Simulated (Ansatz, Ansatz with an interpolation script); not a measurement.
# SiO2 (P6_222): what limits a Wannier interpolation of GW

How do the Wannier model and the GW settings move the interpolated bands of SiO2 (P6_222)?

Calculated with Ansatz 0.2.0; maximally localised Wannier functions, LDA, plane waves, PAW; PAW set soft_1.

The database entry behind the starting cell is an old determination (1926), so it need not match the best structure at ambient conditions.

**1. Set-up**

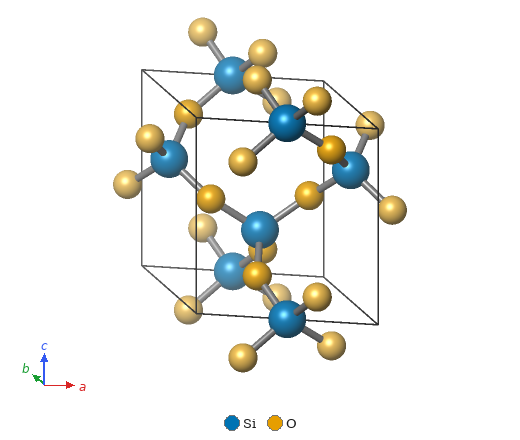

The cell as given, slightly off an axis (silicon blue, oxygen orange). Some periodic images of atoms are drawn too.

The cell and positions come from the Crystallography Open Database and are kept as given unless a step says otherwise.

**2. Wannier model on 12×12×8**

File input.yaml:

```yaml
crystal:
  lattice:
    - [5.013, 0.0, 0.0]
    - [-2.5065, 4.3413853492, 0.0]
    - [0.0, 0.0, 5.47]
  atoms:
    - { symbol: Si, position: [0.5, 0.5, 0.3333333333] }
    - { symbol: Si, position: [0.0, 0.5, 0.6666666667] }
    - { symbol: Si, position: [0.5, 0.0, 0.0] }
    - { symbol: O, position: [0.197, 0.803, 0.8333333333] }
    - { symbol: O, position: [0.394, 0.197, 0.1666666667] }
    - { symbol: O, position: [0.197, 0.394, 0.5] }
    - { symbol: O, position: [0.803, 0.197, 0.8333333333] }
    - { symbol: O, position: [0.606, 0.803, 0.1666666667] }
    - { symbol: O, position: [0.803, 0.606, 0.5] }
kpoints:
  mp_grid: { grid: [6, 6, 4] }
hamiltonian:
  xc: lda
  pseudopotentials: { kind: paw, azcp: { folder: soft_1 }, xc_functional: pbe }
scf:
  occupations: { method: fixed }
  n_extra_bands: 63
output:
  wannier:
    kmesh: [12, 12, 8]
    projections:
      - { species: O, l: p, shell: 2 }
      - { species: Si, l: s, shell: 3 }
      - { species: Si, l: p, shell: 3 }
    minimise: true
    write_hr: true
    seedname: w
    conv_tol: 1.0e-06
    max_iter: 20000
    stability_check: false
    disentanglement:
      window: [-1.66, 19.19]
      frozen_window: [-1.66, 10.1]
      conv_tol: 1.0e-08
```

Launch:

```bash
> ansatz run input.yaml --threads 3 --pin off --max-ram 92160MiB --backend cuda --events-out ev --progress --plain --runs-dir out --devices 1 --max-vram 13GiB
```

Numbers of over 12 decimals in the logs are rounded to 6 here.

Log:

```text
scf.n_extra_bands = 63 over 24 filled bands (N_el = 48.0): the run solves 87 bands
GPUs: using 1 of 1 available (devices: 1).
Engine: ansatz 0.2.0, x86_64-unknown-linux-gnu
Pseudopotentials: kind: paw
Pseudopotential: Si, paw, valence charge 4, recommended cutoff 420 eV (normal), soft_1/Si.paw.azcp
Pseudopotential: O, paw, valence charge 6, recommended cutoff 420 eV (normal), soft_1/O.paw.azcp
Functional definition: SPW92
  exchange = slater_x
  correlation = pw_c
device memory: the entry about to start is reckoned to put 3.7 GiB on a device that reports 51.0 GiB free (of which the cap on the GPU budget leaves the run 13.0 GiB)
GPU FFT provider: cuFFT
GPU libraries: cuBLAS 13.8.2, cuFFT 12.4.0, cuSOLVER 12.3.4
Crystal: 9 atoms, lattice volume = 119.046 Å³
Basis set: ecut = 420 eV, 2317 PW (Γ)
Bands: 87, of which v1, the nominal top of the filled ones, is band 24 counted from 1 (23 counted from 0)
Symmetry: 12 space group operations
Space group: P6222 (ITA 180), of the structure as read, at distance tolerance 4.9e-5 Å
k-points: 21 of 144 (time reversal used)
Non-local potential: Si, projectors of the file, l = 0: 2, l = 1: 2, l = 2: 1
Non-local potential: O, projectors of the file, l = 0: 2, l = 1: 2, l = 2: 1
PAW form: soft (Blöchl's): semilocal exchange-correlation on the pseudo side does not see the compensation charge
PAW frozen core: Si, regenerated for the run's functional, and the local potential with it (the file was generated under x = pbe(κ = 0.804, μ = 0.219515), c = pbe(β = 0.066725))
PAW frozen core: O, regenerated for the run's functional, and the local potential with it (the file was generated under x = pbe(κ = 0.804, μ = 0.219515), c = pbe(β = 0.066725))
PAW one-centre angular grid: Si, 110 points (default); XC on 64 Gauss nodes
PAW one-centre angular grid: O, 110 points (default); XC on 64 Gauss nodes
Initial density: superposition of atomic densities (chi_scale 0.1, normalization cell, long waves kept (reshape's long-wave potential 0.03 eV rms))
Initial wavefunctions: pseudopotential atomic-orbital guess
GPU buffer pool allocated for 51840 grid points (all kernels)
GPU transforms: local potential and band sums: pruned to the plane-wave sphere, on 36×36×40
Functional: x = slater, c = lda
SCF iter   1: F=—  HF=-5172.591327 eV  |F-HF|=—  |Δ(HF+E_count)|=         —  Δρ=1.22e-1  dr2=1.60e1  ethr=3.10e-3  ⟨swp⟩=4.8  Hψ=6802  notcnv=0  defer=1256
preconditioner: auto → Resta (q_TF=auto, 2.345 Å⁻¹)  ε∞=1.6  [insulator: Δε(μ)=6.929 eV  Ē_g=30.412 eV  n_scr=22 (ndim 8)  ℏωp=23.6 eV  f_vac=0.004  ε∞_Penn≈1.6]
SCF iter   2: F=—  HF=-5168.161313 eV  |F-HF|=—  |Δ(HF+E_count)|=    4.43e0  Δρ=5.04e-2  dr2=1.11e0  ethr=3.10e-3  ⟨swp⟩=2.4  Hψ=2775  notcnv=0  defer=1228
SCF iter   3: F=—  HF=-5167.889090 eV  |F-HF|=—  |Δ(HF+E_count)|=   2.72e-1  Δρ=1.95e-2  dr2=2.35e-1  ethr=2.32e-3  ⟨swp⟩=2.0  Hψ=1079  notcnv=0  defer=1265
SCF iter   4: F=—  HF=-5167.844183 eV  |F-HF|=—  |Δ(HF+E_count)|=   4.49e-2  Δρ=3.24e-3  dr2=7.06e-3  ethr=4.89e-4  ⟨swp⟩=2.0  Hψ=1669  notcnv=0  defer=1273
SCF iter   5: F=—  HF=-5167.843797 eV  |F-HF|=—  |Δ(HF+E_count)|=   3.86e-4  Δρ=3.12e-4  dr2=9.51e-5  ethr=1.47e-5  ⟨swp⟩=2.8  Hψ=1556  notcnv=0  defer=1279
SCF iter   6: F=—  HF=-5167.843890 eV  |F-HF|=—  |Δ(HF+E_count)|=   9.32e-5  Δρ=3.37e-5  dr2=1.40e-6  ethr=1.98e-7  ⟨swp⟩=2.5  Hψ=1096  notcnv=0  defer=1190
SCF iter   7: F=-5167.843890 eV  HF=-5167.843890 eV  |F-HF|=4.49e-9  |Δ(HF+E_count)|=   1.74e-7  Δρ=5.73e-6  dr2=5.00e-8  ethr=2.08e-10  ⟨swp⟩=17.0  Hψ=17294  notcnv=0
SCF 1 converged in 7 iterations: F = -5167.843890 eV  dr2 = 5.00e-8
[...]
device memory: the entry about to start is reckoned to put 4.5 GiB (of the 4.6 GiB reckoned in all, the device holds 0.1 GiB already) on a device that reports 47.5 GiB free (of which the cap on the GPU budget leaves the run 12.9 GiB)
NSCF: frozen V_eff on 21 k-points
[...]
device memory: the entry about to start is reckoned to put 3.6 GiB on a device that reports 48.2 GiB free (of which the cap on the GPU budget leaves the run 13.0 GiB)
NSCF: frozen V_eff on 98 k-points
the Wannier pass solved 98 of the 1152 points of its mesh, and has the states at the others by symmetry: states obtained by the crystal's operations at points that were solved too leave a residual of 3.06e-13 eV (read by the count's bands and the next), within 4.76e-6 eV
SCF converged after 7 iterations
Free energy (F): -5167.843890 eV
Harris-Foulkes:  -5167.843890 eV  (|F-HF|=4.49e-9)
Internal energy: -5167.843890 eV  (E = F + TS)
E sigma→0 (E₀):  -5167.843890 eV
Fermi energy:    1.762936 eV
--- Per-component energies (eV) ---
  E_band       = -240.959167
  E_kinetic    = 1158.433440
  E_local      = -3037.821116  (includes V_loc(G=0)·N_el)
  E_nonlocal   = 396.072218
  E_hartree    = 1107.201352
  E_xc         = -592.314827
  E_vxc        = -690.036068  (∫ρ·V_xc dr)
  E_paw        = -2372.992108  (= ΣΔE_a)
  E_vpaw       = -282.014018  (= ΣTr[D̂ρ^β])
  E_aug_tail   = 0.005015  (compensation charges beyond the density's cutoff)
  E_ewald      = -1827.262385
  E_core_change = 0.834521  (= ΣΔE_core)
  E_smearing   = -0.000000  (= −TS)
  E_closure    = -0.000000  (closes the sum)
  Σ components = -5167.843890   (vs F -5167.843890, Δ=0.00e0)
--- Band table (eV; the first three rows and the last of 21) ---
  k-point 0: bands = [... 20 lower, 0.6053, 1.2674, 1.2674, 1.6513, 7.0977, 10.3932, 10.3932, 11.1436, ... 59 higher]
  k-point 1: bands = [... 20 lower, 0.6977, 1.2040, 1.6660, 1.6955, 7.6649, 10.0736, 10.1048, 11.2029, ... 59 higher]
  k-point 2: bands = [... 20 lower, 0.3790, 1.4399, 1.7629, 1.7629, 8.9489, 8.9489, 9.8539, 11.6810, ... 59 higher]
  k-point 20: bands = [... 20 lower, 0.8472, 0.9299, 1.1269, 1.1269, 10.2497, 10.5485, 10.5485, 10.8127, ... 59 higher]
```

It took 27 s on 1 × NVIDIA H100 80GB HBM3 (shared by 6 runs) with 3 threads of AMD EPYC 7R13 (Zen 3), shared host; peak memory 2.4 GiB.

The run ended with an error after its SCF cycle had converged; no result of it is taken.

**3. Wannier model on 12×12×8**

Edit input.yaml of step 2 so:

```diff
@@ -37,4 +37,4 @@
     disentanglement:
-      window: [-1.66, 19.19]
-      frozen_window: [-1.66, 10.1]
+      window: [-1.66, 23.8]
+      frozen_window: [-1.66, 11.1]
       conv_tol: 1.0e-08
```

Log:

```text
scf.n_extra_bands = 63 over 24 filled bands (N_el = 48.0): the run solves 87 bands
GPUs: using 1 of 1 available (devices: 1).
Engine: ansatz 0.2.0, x86_64-unknown-linux-gnu
Pseudopotentials: kind: paw
Pseudopotential: Si, paw, valence charge 4, recommended cutoff 420 eV (normal), soft_1/Si.paw.azcp
Pseudopotential: O, paw, valence charge 6, recommended cutoff 420 eV (normal), soft_1/O.paw.azcp
Functional definition: SPW92
  exchange = slater_x
  correlation = pw_c
device memory: the entry about to start is reckoned to put 3.7 GiB on a device that reports 36.3 GiB free (of which the cap on the GPU budget leaves the run 13.0 GiB)
GPU FFT provider: cuFFT
GPU libraries: cuBLAS 13.8.2, cuFFT 12.4.0, cuSOLVER 12.3.4
Crystal: 9 atoms, lattice volume = 119.046 Å³
Basis set: ecut = 420 eV, 2317 PW (Γ)
Bands: 87, of which v1, the nominal top of the filled ones, is band 24 counted from 1 (23 counted from 0)
Symmetry: 12 space group operations
Space group: P6222 (ITA 180), of the structure as read, at distance tolerance 4.9e-5 Å
k-points: 21 of 144 (time reversal used)
Non-local potential: Si, projectors of the file, l = 0: 2, l = 1: 2, l = 2: 1
Non-local potential: O, projectors of the file, l = 0: 2, l = 1: 2, l = 2: 1
PAW form: soft (Blöchl's): semilocal exchange-correlation on the pseudo side does not see the compensation charge
PAW frozen core: Si, regenerated for the run's functional, and the local potential with it (the file was generated under x = pbe(κ = 0.804, μ = 0.219515), c = pbe(β = 0.066725))
[...]
NSCF: frozen V_eff on 21 k-points
[...]
device memory: the entry about to start is reckoned to put 3.6 GiB on a device that reports 35.7 GiB free (of which the cap on the GPU budget leaves the run 13.0 GiB)
NSCF: frozen V_eff on 98 k-points
the Wannier pass solved 98 of the 1152 points of its mesh, and has the states at the others by symmetry: states obtained by the crystal's operations at points that were solved too leave a residual of 3.06e-13 eV (read by the count's bands and the next), within 4.76e-6 eV
SCF converged after 7 iterations
Free energy (F): -5167.843890 eV
Harris-Foulkes:  -5167.843890 eV  (|F-HF|=4.49e-9)
Internal energy: -5167.843890 eV  (E = F + TS)
E sigma→0 (E₀):  -5167.843890 eV
Fermi energy:    1.762936 eV
--- Per-component energies (eV) ---
  E_band       = -240.959167
  E_kinetic    = 1158.433440
  E_local      = -3037.821116  (includes V_loc(G=0)·N_el)
  E_nonlocal   = 396.072218
  E_hartree    = 1107.201352
  E_xc         = -592.314827
  E_vxc        = -690.036068  (∫ρ·V_xc dr)
  E_paw        = -2372.992108  (= ΣΔE_a)
  E_vpaw       = -282.014018  (= ΣTr[D̂ρ^β])
  E_aug_tail   = 0.005015  (compensation charges beyond the density's cutoff)
  E_ewald      = -1827.262385
  E_core_change = 0.834521  (= ΣΔE_core)
  E_smearing   = -0.000000  (= −TS)
  E_closure    = -0.000000  (closes the sum)
  Σ components = -5167.843890   (vs F -5167.843890, Δ=0.00e0)
--- Band table (eV; the first three rows and the last of 21) ---
  k-point 0: bands = [... 20 lower, 0.6053, 1.2674, 1.2674, 1.6513, 7.0977, 10.3932, 10.3932, 11.1436, ... 59 higher]
  k-point 1: bands = [... 20 lower, 0.6977, 1.2040, 1.6660, 1.6955, 7.6649, 10.0736, 10.1048, 11.2029, ... 59 higher]
  k-point 2: bands = [... 20 lower, 0.3790, 1.4399, 1.7629, 1.7629, 8.9489, 8.9489, 9.8539, 11.6810, ... 59 higher]
  k-point 20: bands = [... 20 lower, 0.8472, 0.9299, 1.1269, 1.1269, 10.2497, 10.5485, 10.5485, 10.8127, ... 59 higher]
```

Wall time 36 s (1 × NVIDIA H100 80GB HBM3 (shared by 6 runs) with 3 threads); peak memory 2.5 GiB.

The run ended with an error after its SCF cycle had converged; no result of it is taken.

**4. Wannier model on 12×12×8**

Localised functions give a small Hamiltonian that interpolates between mesh points at no cost.

Edit input.yaml of step 3 so:

```diff
@@ -37,4 +37,4 @@
     disentanglement:
-      window: [-1.66, 23.8]
-      frozen_window: [-1.66, 11.1]
+      window: [-7.97, 17.46]
+      frozen_window: [-7.97, 10.1]
       conv_tol: 1.0e-08
```

Log:

```text
[...]
GPUs: using 1 of 1 available (devices: 1).
[...]
GPU FFT provider: cuFFT
GPU libraries: cuBLAS 13.8.2, cuFFT 12.4.0, cuSOLVER 12.3.4
Crystal: 9 atoms, lattice volume = 119.046 Å³
Basis set: ecut = 420 eV, 2317 PW (Γ)
Bands: 87, of which v1, the nominal top of the filled ones, is band 24 counted from 1 (23 counted from 0)
Symmetry: 12 space group operations
[...]
k-points: 21 of 144 (time reversal used)
[...]
GPU buffer pool allocated for 51840 grid points (all kernels)
[...]
SCF iter   1: F=—  HF=-5172.591327 eV  |F-HF|=—  |Δ(HF+E_count)|=         —  Δρ=1.22e-1  dr2=1.60e1  ethr=3.10e-3  ⟨swp⟩=4.8  Hψ=6802  notcnv=0  defer=1256
[...]
SCF iter   7: F=-5167.843890 eV  HF=-5167.843890 eV  |F-HF|=4.49e-9  |Δ(HF+E_count)|=   1.74e-7  Δρ=5.73e-6  dr2=5.00e-8  ethr=2.08e-10  ⟨swp⟩=17.0  Hψ=17294  notcnv=0
SCF 1 converged in 7 iterations: F = -5167.843890 eV  dr2 = 5.00e-8
[...]
NSCF: frozen V_eff on 21 k-points
[...]
SCF converged after 7 iterations
Free energy (F): -5167.843890 eV
[...]
Internal energy: -5167.843890 eV  (E = F + TS)
E sigma→0 (E₀):  -5167.843890 eV
Fermi energy:    1.762936 eV
[...]
--- Band table (eV; the first three rows and the last of 21) ---
  k-point 0: bands = [... 20 lower, 0.6053, 1.2674, 1.2674, 1.6513, 7.0977, 10.3932, 10.3932, 11.1436, ... 59 higher]
  k-point 1: bands = [... 20 lower, 0.6977, 1.2040, 1.6660, 1.6955, 7.6649, 10.0736, 10.1048, 11.2029, ... 59 higher]
  k-point 2: bands = [... 20 lower, 0.3790, 1.4399, 1.7629, 1.7629, 8.9489, 8.9489, 9.8539, 11.6810, ... 59 higher]
  k-point 20: bands = [... 20 lower, 0.8472, 0.9299, 1.1269, 1.1269, 10.2497, 10.5485, 10.5485, 10.8127, ... 59 higher]
Wannier search: line search 1 of at most 20000: gauge-dependent spread (as the search counts it) 18.9029277 Å², largest recent change 1.5e0 Å² against conv_tol 1.0e-6 Å², 0 stops escaped
[...]
```

It took 86 s on 1 × NVIDIA H100 80GB HBM3 (shared by 6 runs) with 3 threads; peak memory 2.3 GiB; 2.1 min of CPU time.

This step gave:

```
gauge-invariant spread     : 32.39 Å²
diagonal spread            : 0.01371 Å²
off-diagonal spread        : 1.520 Å²
total spread               : 33.93 Å²
least projectability       : 0.2033
localisation steps         : 902
disentanglement steps      : 539
r.m.s. interpolation error : 2.11e-4 eV
r.m.s. error near the gap  : 3.06e-4 eV
```

Near the gap the model misses directly solved bands by 0.3 meV r.m.s. and by 6 meV at most in the window tested. This tests the starting bands, not the corrections carried with them.

Frozen up to 8.33 eV; above it the model need not follow the bands. Electronic bands along the path, in eV, zero at the valence-band top:

| point | band 21 | band 22 | band 23 | band 24 | band 25 | band 26 | band 27 | band 28 |
| --- | --- | --- | --- | --- | --- | --- | --- | --- |
| Γ | -1.16 | -0.50 | -0.50 | -0.11 | 5.33 | 8.63 | 8.63 | 9.39 |
| M | -1.19 | -0.88 | -0.39 | -0.01 | 7.34 | 8.27 | 9.12 | 9.33 |
| K | -1.36 | -0.43 | -0.43 | -0.09 | 7.99 | 7.99 | 8.89 | 9.07 |
| Γ | -1.16 | -0.50 | -0.50 | -0.11 | 5.33 | 8.63 | 8.63 | 9.39 |
| A | -1.38 | -0.32 | 0.00 | 0.00 | 7.19 | 7.19 | 8.09 | 9.92 |
| L | -0.88 | -0.71 | -0.62 | -0.40 | 8.24 | 8.76 | 9.11 | 9.22 |
| H | -0.92 | -0.83 | -0.64 | -0.64 | 8.49 | 8.81 | 8.81 | 9.05 |
| A | -1.38 | -0.32 | 0.00 | 0.00 | 7.19 | 7.19 | 8.09 | 9.92 |
| jump to L | -0.88 | -0.71 | -0.62 | -0.40 | 8.24 | 8.76 | 9.11 | 9.22 |
| M | -1.19 | -0.88 | -0.39 | -0.01 | 7.34 | 8.27 | 9.12 | 9.33 |
| jump to H | -0.92 | -0.83 | -0.64 | -0.64 | 8.49 | 8.81 | 8.81 | 9.05 |
| K | -1.36 | -0.43 | -0.43 | -0.09 | 7.99 | 7.99 | 8.89 | 9.07 |

The same for Kohn-Sham, solved directly:

| point | band 21 | band 22 | band 23 | band 24 | band 25 | band 26 | band 27 | band 28 |
| --- | --- | --- | --- | --- | --- | --- | --- | --- |
| Γ | -1.16 | -0.50 | -0.50 | -0.11 | 5.33 | 8.63 | 8.63 | 9.38 |
| M | -1.19 | -0.88 | -0.39 | -0.01 | 7.34 | 8.27 | 9.12 | 9.30 |
| K | -1.36 | -0.43 | -0.43 | -0.09 | 7.99 | 7.99 | 8.88 | 9.07 |
| Γ | -1.16 | -0.50 | -0.50 | -0.11 | 5.33 | 8.63 | 8.63 | 9.38 |
| A | -1.38 | -0.32 | 0.00 | 0.00 | 7.19 | 7.19 | 8.09 | 9.92 |
| L | -0.88 | -0.71 | -0.62 | -0.40 | 8.24 | 8.75 | 9.10 | 9.12 |
| H | -0.92 | -0.83 | -0.64 | -0.64 | 8.49 | 8.78 | 8.78 | 9.05 |
| A | -1.38 | -0.32 | 0.00 | 0.00 | 7.19 | 7.19 | 8.09 | 9.92 |
| L | -0.88 | -0.71 | -0.62 | -0.40 | 8.24 | 8.75 | 9.10 | 9.12 |
| M | -1.19 | -0.88 | -0.39 | -0.01 | 7.34 | 8.27 | 9.12 | 9.30 |
| H | -0.92 | -0.83 | -0.64 | -0.64 | 8.49 | 8.78 | 8.78 | 9.05 |
| K | -1.36 | -0.43 | -0.43 | -0.09 | 7.99 | 7.99 | 8.88 | 9.07 |

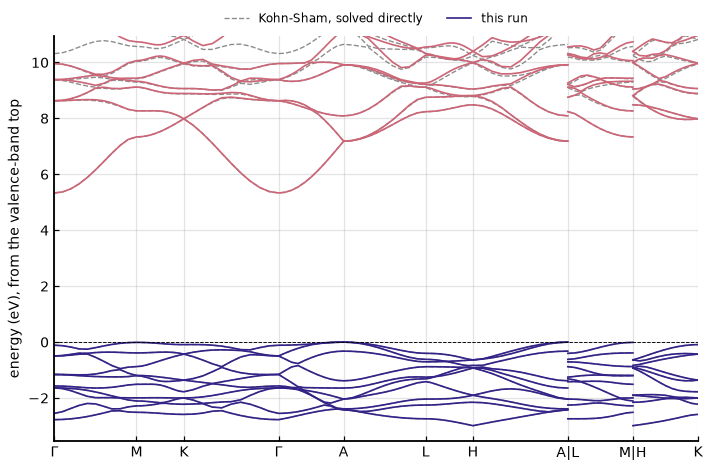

Electronic bands along the path; lines of filled and empty bands in two colours; dashed: Kohn-Sham, solved directly.

(Continued in part 2 of 2.)

[Paths, hosts, dates, memory and timing lines, banners, echoed tables and standing remarks are left out of the program output.]

[Logs are printed without paths, hosts, clocks, repeated set-up lines and the standing remarks that a program may print on its own settings, such as how far it seeks lower states.]

[Runs of the session that timed out or met a known fault of the program may be left out.]

[Hosts, paths, dates, database ids (printed as entryN), source tags and the programs' standing remarks are cut or masked in the printed files.]
